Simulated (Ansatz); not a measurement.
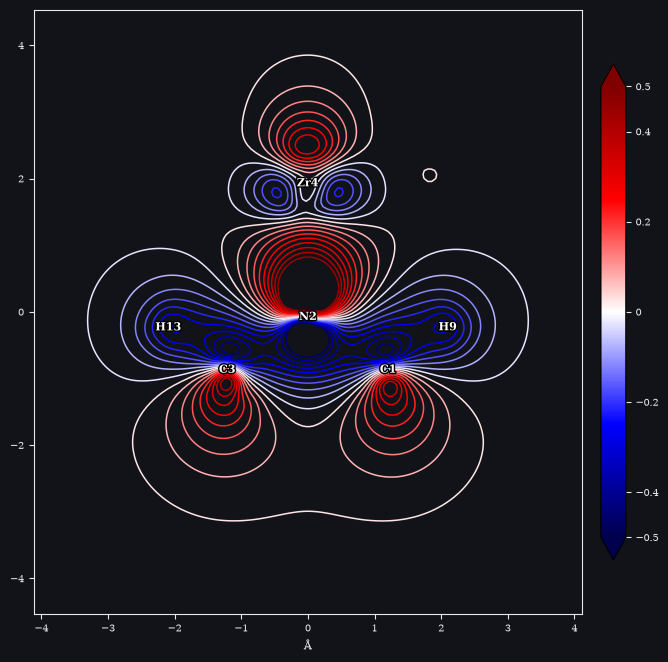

*C2H6F3NZr. The HOMO−1 on the plane of atoms N2, C3 and Zr4 (values in Å⁻³ᐟ²; the overall sign is arbitrary).*

Geometry: PBE0-D4/def2-TZVP; core potentials replace the inner electrons of Zr.

Method: RKS PBE0-D4/def2-TZVPP (Ansatz).

Input

```
crystal:
  periodic: [false, false, false]
  atoms:
    - {symbol: C, position_ang: [-0.368362, -0.127905, 1.491444]}
    - {symbol: N, position_ang: [0.083029, -0.085414, 0.118908]}
    - {symbol: C, position_ang: [1.005951, -1.146865, -0.214256]}
    - {symbol: Zr, position_ang: [-0.585797, 1.249275, -1.219465]}
    - {symbol: F, position_ang: [0.774332, 1.477652, -2.541996]}
    - {symbol: F, position_ang: [-1.069274, 2.834195, -0.267992]}
    - {symbol: F, position_ang: [-2.149249, 0.519836, -2.053046]}
    - {symbol: H, position_ang: [-0.892428, -1.067249, 1.711966]}
    - {symbol: H, position_ang: [-1.055957, 0.696208, 1.703899]}
    - {symbol: H, position_ang: [0.474413, -0.040424, 2.189838]}
    - {symbol: H, position_ang: [1.906241, -1.102074, 0.412754]}
    - {symbol: H, position_ang: [0.547430, -2.134832, -0.075295]}
    - {symbol: H, position_ang: [1.329679, -1.072403, -1.256758]}
basis:
  gaussian: {orbitals: def2-TZVPP}
hamiltonian: {xc: pbe0, dispersion: d4}
output: {orbitals: {seedname: orbitals}}
```

Command:

```sh
ansatz run in.yaml --threads 2 --pin off --events-out ev --progress --plain --max-ram 32768MiB --backend cuda --devices 0, --max-vram 18GiB
```

Question: Describe this orbital and give its energy.

Answer: By Hirshfeld shares it lies mainly on N2 (about 35 %), Zr4 (about 15 %), C1 (about 10 %) and C3 (about 10 %). Its energy is −9.57 eV.
